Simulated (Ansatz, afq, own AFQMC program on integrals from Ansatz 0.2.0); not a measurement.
# NH3 (singlet): AFQMC on the coupled-cluster ladder, 6-31G

Aim: compute NH3 (singlet) with auxiliary-field quantum Monte Carlo on the same integrals as coupled cluster, and set the energies side by side.

Program: Ansatz 0.2.0, Gaussian basis, and an in-house AFQMC program (afq) on its integrals; all values are calculated. Level of theory: 6-31G, frozen cores. These are calculated values, not measurements.

To be run: Full CI; PBE (unrestricted); r2SCAN (unrestricted); PBE0 (unrestricted); B3LYP (unrestricted); wB97M-V (unrestricted); B2PLYP (unrestricted); CCSD(T) on RHF; CCSDT(Q) on RHF; CCSDTQ on RHF; Phaseless AFQMC, CISD trial on RHF; Phaseless AFQMC, single-determinant trial on RHF; Free-projection AFQMC, CISD trial on RHF; UHF.

1 further run of the same task is left out (it didn't finish).

## (1) What is computed

The geometry is a PBE0/def2-TZVP stationary point (not a proven minimum).

4 atoms, charge 0, spin multiplicity 1.

Atoms are counted from 1 here; the program's logs count them from 0.

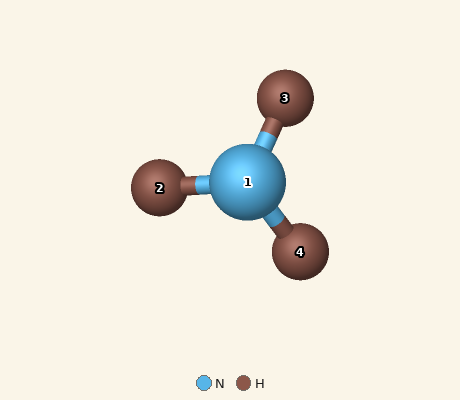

The geometry (nitrogen blue, hydrogen brown); atoms are numbered from 1 in the order of the file.

## (2) Full CI

Input file in.yaml:

```yaml
crystal:
  periodic: [false, false, false]
  atoms:
    - {symbol: N, position_ang: [0.000346, -0.000071, -0.066679]}
    - {symbol: H, position_ang: [0.938533, 0.012953, 0.313733]}
    - {symbol: H, position_ang: [-0.482601, 0.808210, 0.305505]}
    - {symbol: H, position_ang: [-0.460745, -0.820176, 0.307354]}
basis:
  gaussian: {orbitals: 6-31G}
correlation: {method: fci, electrons: outside_noble_gas}
```

Command:

```sh
> ansatz run in.yaml --threads 1 --pin off --events-out ev --progress --plain --max-ram 1843MiB
```

Output:

```text
Functional definition: HF
  name "HF"
  cite "Fock, Z. Phys. 61, 126 (1930) doi:10.1007/BF01340294"
  parent pbe
  exchange = exact_x
  correlation = 0
345 factors; integrals over basis functions are off by at most 2.0e-8 eV
mean field evaluation 1: about -1526.8363 eV, gradient 2.6e1 eV
mean field evaluation 2: about -1526.8335 eV, gradient 2.6e1 eV
mean field evaluation 4: about -1528.2233 eV, gradient 1.3e0 eV
mean field evaluation 8: about -1528.2288 eV, gradient 6.7e-4 eV
mean field -1528.22880162 eV, -56.1613725890 hartree, gradient 1.5e-6 eV, S^2 0.000000; 0 other end points of the search recorded, 0 dependent functions left out
1 core orbitals not correlated: weight in the atoms' cores, before any rotation towards them, 1.000 or more for the frozen orbitals, at most 0.000 for the correlated occupied ones
reference -1528.22880162 eV, -56.1613725890 hartree; 4, 4 occupied and 10, 10 virtual orbitals, 345 factors
state -1531.77854310 eV, -56.2918231822 hartree
Total energy: -1531.77854310 eV, -56.2918231822 hartree
```

Wall time 2.2 s (1 thread of Intel Xeon Platinum 8488C, shared host).

From the report: 501,761 determinants, symmetry A'.

## (3) PBE (unrestricted)

Changes to in.yaml since step 2:

```diff
@@ -9,2 +9,4 @@
   gaussian: {orbitals: 6-31G}
-correlation: {method: fci, electrons: outside_noble_gas}
+magnetization: {spin_polarized: true, initial_magnetization: 0}
+hamiltonian: {xc: {name: PBE}}
+output: {orbitals: {seedname: orbitals}}
```

Launched as before.

Output:

```text
Functional definition: PBE
  name "PBE"
  cite "Perdew, Burke & Ernzerhof, Phys. Rev. Lett. 77, 3865 (1996) doi:10.1103/PhysRevLett.77.3865"
  parent pbe
  parameter kappa = 0.804
  parameter beta = 0.06672455060314922
  exchange = pbe_x(kappa = kappa, mu = beta*pi^2/3)
  correlation = pbe_c(beta = beta)
228 factors; integrals over basis functions are off by at most 2.9e-4 eV
mean field evaluation 1: about -1529.9000 eV, gradient 3.9e1 eV
mean field evaluation 2: about -1519.7665 eV, gradient 5.9e1 eV
mean field evaluation 4: about -1536.1351 eV, gradient 9.0e-2 eV
mean field evaluation 8: about -1536.1273 eV, gradient 6.0e-4 eV
mean field -1536.12734656 eV, -56.4516387615 hartree, gradient 2.1e-5 eV, S^2 0.000000; 0 other end points of the search recorded, 0 dependent functions left out
reference -1536.12736071 eV, -56.4516392815 hartree; 5, 5 occupied and 10, 10 virtual orbitals, 228 factors
Total energy: -1536.12736071 eV, -56.4516392815 hartree
```

It took 0.27 s on 1 thread of Intel Xeon Platinum 8488C, shared host.

From the report: ⟨S²⟩ of the determinant 0.000 (pure singlet: 0.00).

## (4) r2SCAN (unrestricted)

Changes to in.yaml since step 3:

```diff
@@ -10,3 +10,2 @@
 magnetization: {spin_polarized: true, initial_magnetization: 0}
-hamiltonian: {xc: {name: PBE}}
-output: {orbitals: {seedname: orbitals}}
+hamiltonian: {xc: {name: r2SCAN}}
```

The command is unchanged.

Output:

```text
Functional definition: r2SCAN
  name "r2SCAN"
  cite "Furness, Kaplan, Ning, Perdew & Sun, J. Phys. Chem. Lett. 11, 8208 (2020) doi:10.1021/acs.jpclett.0c02405"
  cite "Furness, Kaplan, Ning, Perdew & Sun, J. Phys. Chem. Lett. 11, 9248 (2020) doi:10.1021/acs.jpclett.0c03077"
  parent r2scan
  parameter k0 = 0.174
  parameter k1 = 0.065
  parameter a1 = 4.9479
  exchange = r2scan_x(k0 = k0, k1 = k1, a1 = a1)
  correlation = r2scan_c
228 factors; integrals over basis functions are off by at most 2.9e-4 eV
mean field evaluation 1: about -1531.9824 eV, gradient 3.6e1 eV
mean field evaluation 2: about -1527.0394 eV, gradient 4.8e1 eV
mean field evaluation 4: about -1537.1671 eV, gradient 1.0e-1 eV
mean field evaluation 8: about -1537.1601 eV, gradient 7.9e-4 eV
mean field -1537.16005307 eV, -56.4895900257 hartree, gradient 2.3e-6 eV, S^2 0.000000; 0 other end points of the search recorded, 0 dependent functions left out
reference -1537.16005694 eV, -56.4895901679 hartree; 5, 5 occupied and 10, 10 virtual orbitals, 228 factors
Total energy: -1537.16005694 eV, -56.4895901679 hartree
```

Run time: 0.54 s. Hardware: 1 thread of Intel Xeon Platinum 8488C, shared host.

From the report: ⟨S²⟩ of the determinant 0.000 (pure singlet: 0.00).

## (5) PBE0 (unrestricted)

Changes to in.yaml since step 4:

```diff
@@ -10,2 +10,3 @@
 magnetization: {spin_polarized: true, initial_magnetization: 0}
-hamiltonian: {xc: {name: r2SCAN}}
+hamiltonian: {xc: {name: PBE0}}
+output: {orbitals: {seedname: orbitals}}
```

The command is unchanged.

Output:

```text
Functional definition: PBE0
  name "PBE0"
  cite "Adamo & Barone, J. Chem. Phys. 110, 6158 (1999) doi:10.1063/1.478522"
  cite "Perdew, Burke & Ernzerhof, Phys. Rev. Lett. 77, 3865 (1996) doi:10.1103/PhysRevLett.77.3865"
  parent pbe
  parameter a = 0.25
  parameter kappa = 0.804
  parameter beta = 0.06672455060314922
  exchange = (1 - a)*pbe_x(kappa = kappa, mu = beta*pi^2/3) + a*exact_x
  correlation = pbe_c(beta = beta)
228 factors; integrals over basis functions are off by at most 2.9e-4 eV
mean field evaluation 1: about -1532.2224 eV, gradient 3.2e1 eV
mean field evaluation 2: about -1530.2873 eV, gradient 3.8e1 eV
mean field evaluation 4: about -1536.3049 eV, gradient 2.2e-2 eV
mean field evaluation 8: about -1536.2983 eV, gradient 2.9e-4 eV
mean field -1536.29833249 eV, -56.4579223786 hartree, gradient 9.7e-6 eV, S^2 0.000000; 0 other end points of the search recorded, 0 dependent functions left out
reference -1536.29834375 eV, -56.4579227924 hartree; 5, 5 occupied and 10, 10 virtual orbitals, 228 factors
Total energy: -1536.29834375 eV, -56.4579227924 hartree
```

Run time: 0.27 s. Hardware: 1 thread of Intel Xeon Platinum 8488C, shared host.

From the report: ⟨S²⟩ of the determinant 0.000 (pure singlet: 0.00).

## (6) B3LYP (unrestricted)

Changes to in.yaml since step 5:

```diff
@@ -10,3 +10,2 @@
 magnetization: {spin_polarized: true, initial_magnetization: 0}
-hamiltonian: {xc: {name: PBE0}}
-output: {orbitals: {seedname: orbitals}}
+hamiltonian: {xc: {name: B3LYP}}
```

Launched as before.

Output, shortened:

```text
Functional definition: B3LYP
  name "B3LYP"
  cite "Stephens, Devlin, Chabalowski & Frisch, J. Phys. Chem. 98, 11623 (1994) doi:10.1021/j100096a001"
  cite "Becke, Phys. Rev. A 38, 3098 (1988) doi:10.1103/PhysRevA.38.3098"
  cite "Lee, Yang & Parr, Phys. Rev. B 37, 785 (1988) doi:10.1103/PhysRevB.37.785"
  cite "Vosko, Wilk & Nusair, Can. J. Phys. 58, 1200 (1980) doi:10.1139/p80-159"
[...]
228 factors; integrals over basis functions are off by at most 2.9e-4 eV
[...]
mean field -1538.23475120 eV, -56.5290844536 hartree, gradient 6.5e-5 eV, S^2 0.000000; 0 other end points of the search recorded, 0 dependent functions left out
reference -1538.23486602 eV, -56.5290886733 hartree; 5, 5 occupied and 10, 10 virtual orbitals, 228 factors
Total energy: -1538.23486602 eV, -56.5290886733 hartree
```

It took 0.27 s on 1 thread of Intel Xeon Platinum 8488C, shared host.

From the report: ⟨S²⟩ of the determinant 0.000 (pure singlet: 0.00).

## (7) wB97M-V (unrestricted)

Changes to in.yaml since step 6:

```diff
@@ -10,2 +10,3 @@
 magnetization: {spin_polarized: true, initial_magnetization: 0}
-hamiltonian: {xc: {name: B3LYP}}
+hamiltonian: {xc: {name: wB97M-V}}
+output: {orbitals: {seedname: orbitals}}
```

Launched as before.

Output, shortened:

```text
Functional definition: wB97M-V
  name "wB97M-V"
  cite "Mardirossian & Head-Gordon, J. Chem. Phys. 144, 214110 (2016) doi:10.1063/1.4952647"
  cite "Becke, J. Chem. Phys. 107, 8554 (1997) doi:10.1063/1.475007"
  cite "Vydrov & Van Voorhis, J. Chem. Phys. 133, 244103 (2010) doi:10.1063/1.3521275"
  # Of w^i u^j: cxij and so on, Table III.
[...]
  gx(w, u) = 1 - cx + cx01*u + cx10*w
  gss(w, u) = css00 + css04*u^4 + css10*w + css20*w^2 + css43*w^4*u^3
  gos(w, u) = cos00 + cos10*w + (cos20 + cos21*u)*w^2 + (cos60 + cos61*u)*w^6
[...]
      + integral(e_c_pw_mod_opposite_spin*gos(b97_w_opposite, b97_u_opposite)) + vv10(b, c)
228 factors; integrals over basis functions are off by at most 2.9e-4 eV
78 factors; integrals over basis functions are off by at most 2.0e-6 eV
[...]
mean field -1537.23050888 eV, -56.4921792292 hartree, gradient 2.6e-5 eV, S^2 0.000000; 0 other end points of the search recorded, 0 dependent functions left out
reference -1537.23052524 eV, -56.4921798303 hartree; 5, 5 occupied and 10, 10 virtual orbitals, 228 factors
Total energy: -1537.23052524 eV, -56.4921798303 hartree
```

Wall time 0.9 s (1 thread of Intel Xeon Platinum 8488C, shared host).

From the report: ⟨S²⟩ of the determinant 0.000 (pure singlet: 0.00).

## (8) B2PLYP (unrestricted)

Changes to in.yaml since step 7:

```diff
@@ -10,3 +10,3 @@
 magnetization: {spin_polarized: true, initial_magnetization: 0}
-hamiltonian: {xc: {name: wB97M-V}}
-output: {orbitals: {seedname: orbitals}}
+hamiltonian: {xc: {name: B2PLYP}}
+correlation: {electrons: outside_noble_gas}
```

Launched as before.

Output, shortened:

```text
Functional definition: B2PLYP
  name "B2PLYP"
  cite "Grimme, J. Chem. Phys. 124, 034108 (2006) doi:10.1063/1.2148954"
  cite "Becke, Phys. Rev. A 38, 3098 (1988) doi:10.1103/PhysRevA.38.3098"
  cite "Lee, Yang & Parr, Phys. Rev. B 37, 785 (1988) doi:10.1103/PhysRevB.37.785"
[...]
228 factors; integrals over basis functions are off by at most 2.9e-4 eV
[...]
mean field -1534.78187898 eV, -56.4021937399 hartree, gradient 5.6e-7 eV, S^2 0.000000; 0 other end points of the search recorded, 0 dependent functions left out
1 core orbitals not correlated: weight in the atoms' cores, before any rotation towards them, 1.000 or more for the frozen orbitals, at most 0.000 for the correlated occupied ones
reference -1534.78195529 eV, -56.4021965442 hartree; 4, 4 occupied and 10, 10 virtual orbitals, 228 factors
second order -3.87105716 eV of doubles, -0.00000000 eV of singles
Total energy: -1535.82714072 eV, -56.4406064004 hartree
```

Wall time 0.3 s (1 thread of Intel Xeon Platinum 8488C, shared host).

From the report: ⟨S²⟩ of the determinant 0.000 (pure singlet: 0.00).

## (9) CCSD(T) on RHF

Changes to in.yaml since step 8:

```diff
@@ -9,4 +9,3 @@
   gaussian: {orbitals: 6-31G}
-magnetization: {spin_polarized: true, initial_magnetization: 0}
-hamiltonian: {xc: {name: B2PLYP}}
-correlation: {electrons: outside_noble_gas}
+magnetization: {spin_polarized: false}
+correlation: {method: ccsd_t, electrons: outside_noble_gas, hamiltonian_folder: ham}
```

Same command.

Output, shortened:

```text
Functional definition: HF
  name "HF"
  cite "Fock, Z. Phys. 61, 126 (1930) doi:10.1007/BF01340294"
  parent pbe
[...]
228 factors; integrals over basis functions are off by at most 2.9e-4 eV
[...]
mean field -1528.22885322 eV, -56.1613744852 hartree, gradient 1.5e-6 eV, S^2 0.000000; 0 other end points of the search recorded, 0 dependent functions left out
1 core orbitals not correlated: weight in the atoms' cores, before any rotation towards them, 1.000 or more for the frozen orbitals, at most 0.000 for the correlated occupied ones
reference -1528.22885322 eV, -56.1613744852 hartree; 4, 4 occupied and 10, 10 virtual orbitals, 228 factors
second order -3.15049386 eV of doubles, -0.00000000 eV of singles
cycle   1  -3.36345491 eV  change   -2.1e-1 eV  update   3.6e-2
[...]
cycle   8  -3.49943492 eV  change    8.0e-6 eV  update   3.8e-6
perturbative correction -0.03858680 eV, -0.0014180386 hartree
Total energy: -1531.76687494 eV, -56.2913943852 hartree
```

Wall time 0.18 s (1 thread of Intel Xeon Platinum 8488C, shared host).

From the report: correlation -3.5380 eV; T1 0.006; largest double amplitude 0.06.

This run also writes the integrals to the folder ham.

[end of part 1 of 2]
